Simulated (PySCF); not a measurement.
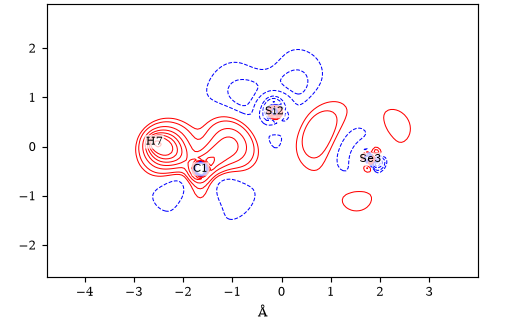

C2H4NSeSi, charge −1, SMILES `C[SiH]([Se-])C#N`. Deformation density (molecule less spherical, spin-averaged free atoms) in the plane of C1, Si2, Se3 and H7; contours at ±0.05 to ±0.8 e/Å³; solid red lines: gain, dashed blue lines: loss.

PySCF calculation, BLYP/def2-SVPD, gas phase; geometry: GFN2-xTB. No frequency check shows the geometry to be a minimum. GFN2-xTB bond lengths at metals and heavier atoms can be off by up to 0.1 Å and shapes distorted, which carries into these values.

Geometry (Å), atoms numbered from 1:

```
C1      -1.1281   -2.0090    0.3550
Si2     -0.5422   -0.3978   -0.4700
Se3      1.4516    0.2770    0.0867
C4      -1.9027    0.8124   -0.0095
N5      -2.7316    1.5544    0.2731
H6      -1.1292   -1.9128    1.4367
H7      -2.1323   -2.2781    0.0379
H8      -0.4598   -2.8248    0.0964
H9      -0.7359   -0.5336   -1.9232
```

How much density has each bond in this plane gained at its critical point, relative to the free atoms?

Answer. C1–H7: +0.60 e/Å³ at the bond critical point (bond length 1.09 Å). Si2–Se3: +0.13 e/Å³ at the bond critical point (bond length 2.18 Å). C1–Si2: +0.13 e/Å³ at the bond critical point (bond length 1.90 Å). In all, 2.6 electrons gather in the regions of gain relative to the promolecule of neutral atoms (this includes the anion's extra charge). A small or negative value marks a very polar bond, one between electron-rich atoms, whose free-atom densities already overlap strongly, a long bond to a heavier atom, or a closed-shell contact such as a hydrogen bond.

Where do the Hirshfeld charges lie?

Answer. The highest Hirshfeld charge is on Si2 (+0.23 e), the lowest on Se3 (−0.62 e).
